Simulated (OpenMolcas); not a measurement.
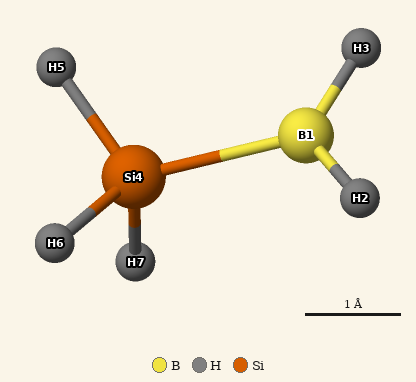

*The structure (ball-and-stick view, seen at a tilt; atoms are numbered from 1 in the order of the input).*

Bond lengths as drawn: B–H 1.17 Å, B–Si 1.96 Å and H–Si 1.47 Å.

**Run report: BSiH$_{5}$, single-point calculation (part 1 of 2)**

System: BSiH$_{5}$ (BH2(SiH3)), SMILES [H]B([H])[SiH3].
Method: CASPT2/ANO-RCC-VDZ, DKH2 (OpenMolcas 26.06).

The geometry comes from this level: GFN2-xTB.

The input
```
&GATEWAY
  Coord=input.xyz
  Basis=ANO-RCC-VDZ
  Group=NoSym
  RICD

&SEWARD

&RASSCF
  FileOrb=$CurrDir/step2.RasOrb
  Spin=1
  Nactel=2 0 0
  Inactive=11
  Ras2=2
  OrbListing=Few
  OrbAppear=Compact

&CASPT2
  IPEA=0
  Shift=0.1
```

File input.xyz
```
7

B      0.595540     1.038560     0.005960
H      1.765140     1.076930     0.027400
H      0.039220     2.066980    -0.048000
Si    -0.377680    -0.657970     0.018400
H     -1.713750    -0.605710     0.632990
H      0.300530    -1.764180     0.713070
H     -0.608990    -1.154610    -1.349820
```

Launch command:
```bash
export MOLCAS_MEM=1860
pymolcas step14.inp > step14.log
```

Log
```
--- Start Module: gateway ---

                                              &GATEWAY

                       available to each process: 1.9 GB of memory, 1 thread

++    Symmetry information:
      ---------------------

                    Character Table for C1

                             E
                    a        1  x, y, xy, Rz, z, xz, Ry, yz, Rx, I
--

++    Basis set information:
      ----------------------

      Basis set label: B.ANO-RCC...3S2P.

      Electronic valence basis set:
      ------------------
      Associated Effective Charge   5.000000 au
      Associated Actual Charge      5.000000 au
      Nuclear Model: Point charge

      Shell  nPrim  nBasis  Cartesian Spherical Contaminant
         s      14       3        X
         p       9       2        X

      Basis set label: H.ANO-RCC...2S.

      Electronic valence basis set:
      ------------------
      Associated Effective Charge   1.000000 au
      Associated Actual Charge      1.000000 au
      Nuclear Model: Point charge

      Shell  nPrim  nBasis  Cartesian Spherical Contaminant
         s       8       2        X

      Basis set label: SI.ANO-RCC...4S3P.

      Electronic valence basis set:
      ------------------
      Associated Effective Charge  14.000000 au
      Associated Actual Charge     14.000000 au
      Nuclear Model: Point charge

      Shell  nPrim  nBasis  Cartesian Spherical Contaminant
         s      17       4        X
         p      12       3        X

      Basis set label: H.ANO-RCC...2S.

      Electronic valence basis set:
      ------------------
      Associated Effective Charge   1.000000 au
      Associated Actual Charge      1.000000 au
      Nuclear Model: Point charge

      Shell  nPrim  nBasis  Cartesian Spherical Contaminant
         s       8       2        X
--

++    Molecular structure info:
      -------------------------

                    ************************************************
                    **** Cartesian Coordinates / bohr, angstrom ****
                    ************************************************

     Center  Label                x              y              z                     x              y              z
        1      B1               1.125407       1.962594       0.011263              0.595540       1.038560       0.005960
        2      H2               3.335631       2.035103       0.051778              1.765140       1.076930       0.027400
        3      H3               0.074115       3.906026      -0.090707              0.039220       2.066980      -0.048000
        4      SI4             -0.713712      -1.243383       0.034771             -0.377680      -0.657970       0.018400
        5      H5              -3.238518      -1.144626       1.196178             -1.713750      -0.605710       0.632990
        6      H6               0.567919      -3.333817       1.347507              0.300530      -1.764180       0.713070
        7      H7              -1.150824      -2.181897      -2.550790             -0.608990      -1.154610      -1.349820

                    ***************************************
                    *    InterNuclear Distances / bohr    *
                    ***************************************

               1 B1            2 H2            3 H3            4 SI4           5 H5            6 H6
    1 B1       0.000000
    2 H2       2.211784        0.000000
    3 H3       2.211909        3.762731        0.000000
    4 SI4      3.696106        5.210176        5.210838        0.000000
    5 H5       5.486592        7.391871        6.175654        2.780875        0.000000
    6 H6       5.490748        6.177738        7.397813        2.781325        4.393680        0.000000
    7 H7       5.377932        6.684664        6.679468        2.785139        4.412954        4.413357

               7 H7
    7 H7       0.000000

                    *******************************************
                    *    InterNuclear Distances / angstrom    *
                    *******************************************

               1 B1            2 H2            3 H3            4 SI4           5 H5            6 H6
    1 B1       0.000000
    2 H2       1.170426        0.000000
    3 H3       1.170492        1.991151        0.000000
    4 SI4      1.955895        2.757107        2.757457        0.000000
    5 H5       2.903379        3.911610        3.268015        1.471576        0.000000
    6 H6       2.905579        3.269118        3.914754        1.471814        2.325035        0.000000
    7 H7       2.845879        3.537372        3.534622        1.473832        2.335235        2.335448

               7 H7
    7 H7       0.000000

                    **************************************
                    *    Valence Bond Angles / degree    *
                    **************************************
                          Atom centers                 Phi
                      2 H2       1 B1       3 H3       116.55
                      5 H5       4 SI4      6 H6       104.36
                      5 H5       4 SI4      7 H7       104.90
                      6 H6       4 SI4      7 H7       104.90
--

            Nuclear Potential Energy             48.52013420 au

--- Stop Module: gateway /rc=_RC_ALL_IS_WELL_ ---

--- Start Module: seward ---

                                              &SEWARD

                       available to each process: 1.9 GB of memory, 1 thread

               SEWARD will generate:
                  Multipole Moment integrals up to order  2
                  Kinetic Energy integrals
                  Nuclear Attraction integrals (point charge)
                  One-Electron Hamiltonian integrals
                  Velocity integrals
                  Relativistic Douglas-Kroll-Hess integrals:
                    - Parametrization         : EXP
                    - DKH order of Hamiltonian: 2
                    - DKH order of Properties : 0
                         - multipole moment operators
                         - electric potential operators
                         - contact operators
                  Orbital angular momentum around ( -0.1815  -0.3158   0.0239 )
                  Velocity quadrupole around ( -0.1815  -0.3158   0.0239 )
                  Atomic mean-field integrals
                  RI decomposed two-electron repulsion integrals stored Cholesky style
                   - acCD auxiliary basis
                   - CD Threshold:   1.00E-04

                   Integrals are discarded if absolute value <: 1.00E-14
                   Integral cutoff threshold is set to       <: 1.00E-16

            Nuclear Potential Energy             48.52013420 au

      Basis set specifications :
      Symmetry species         a
      Basis functions           32

--- Stop Module: seward /rc=_RC_ALL_IS_WELL_ ---

--- Start Module: rasscf ---

                                              &RASSCF

                       available to each process: 1.9 GB of memory, 1 thread

      Header of the ONEINT file:
      --------------------------

      OrdInt status: non-squared

      Cartesian coordinates in angstrom:
      -----------------------------------------------------
      No.  Label        X            Y            Z
      -----------------------------------------------------
       1   B1         0.59554000   1.03856000   0.00596000
       2   H2         1.76514000   1.07693000   0.02740000
       3   H3         0.03922000   2.06698000  -0.04800000
       4   SI4       -0.37768000  -0.65797000   0.01840000
       5   H5        -1.71375000  -0.60571000   0.63299000
       6   H6         0.30053000  -1.76418000   0.71307000
       7   H7        -0.60899000  -1.15461000  -1.34982000
      -----------------------------------------------------
      Nuclear repulsion energy =   48.52013420

++    Wave function specifications:
      -----------------------------

      Number of closed shell electrons          22
      Number of electrons in active shells       2
      Max number of holes in RAS1 space          0
      Max nr of electrons in RAS3 space          0
      Number of inactive orbitals               11
      Number of active orbitals                  2
      Number of secondary orbitals              19
      Spin quantum number                      0.0
      State symmetry                             1
--

++    Orbital specifications:
      -----------------------

      Symmetry species                           1
                                                 a
      Frozen orbitals                            0
      Inactive orbitals                         11
      Active orbitals                            2
      RAS1 orbitals                              0
      RAS2 orbitals                              2
      RAS3 orbitals                              0
      Secondary orbitals                        19
      Deleted orbitals                           0
      Number of basis functions                 32
--

++    CI expansion specifications:
      ----------------------------

      Number of CSFs                             3
      Number of spin combinations                3
      Number of determinants                     4
      Number of root(s) required                 1
      Root chosen for geometry opt.              1
      CI root used                               1

      highest root included in the CI            1
      max. size of the explicit Hamiltonian      3
--

++    Optimization specifications:
      ----------------------------

      RASSCF algorithm: LK RI/DF
      Maximum number of macro iterations       200
      Maximum number of SX iterations          100
      Threshold for RASSCF energy            1.000E-08
      Threshold for max MO rotation          1.000E-01
      Threshold for max BLB element          1.000E-04
      Level shift parameter                  5.000E-01
      Make Quasi-Newton update
--

      The MO-coefficients are taken from the file:
      step2.RasOrb
      Title: RASSCF average (pseudo-natural) orbitals

      Total molecular charge    0.00

      ************************************************************************************************************************
      *                                            Wave function control section                                             *
      ************************************************************************************************************************

                                         RASSCF iterations: Energy and convergence statistics
                                         ----------------------------------------------------

          iter iter root      energy       change     param      element    value   shift minimum  type update hh:mm:ss
 Nr of preliminary CI iterations:   1
        1   1    4    1  -317.05764126    0.00E+00   2.98E-05    8  28 1  3.79E-06   0.00   0.00    SX    NO    0:00:00
        2   1    3    1  -317.05764126   -1.88E-10   1.85E-05   10  18 1  8.99E-07   0.00   0.00    SX    NO    0:00:00
        3   1    3    1  -317.05764126   -5.02E-11   1.16E-05   12  21 1 -3.78E-07   0.00   0.00    SX    NO    0:00:00
        4   1    2    1  -317.05764126   -1.82E-11   7.27E-06   12  26 1 -2.37E-07   0.00   0.00    SX    NO    0:00:00
      Convergence after  4 iterations
        5   1    2    1  -317.05764126   -6.20E-12   7.27E-06   12  26 1 -1.76E-07   0.00   0.00    SX    NO    0:00:00

      ************************************************************************************************************************
                                                      Wave function printout:
                       occupation of active orbitals, and spin coupling of open shells (u,d: Spin up or down)
      ************************************************************************************************************************

      Note: transformation to natural orbitals
      has been made, which may change the order of the CSFs.

      printout of CI-coefficients larger than  0.05 for root  1
      energy=    -317.057641
      conf/sym  11     Coeff  Weight
             1  20   0.99631 0.99264
             3  02  -0.08578 0.00736

      Natural orbitals and occupation numbers for root  1
      sym 1:   1.985283   0.014717
```
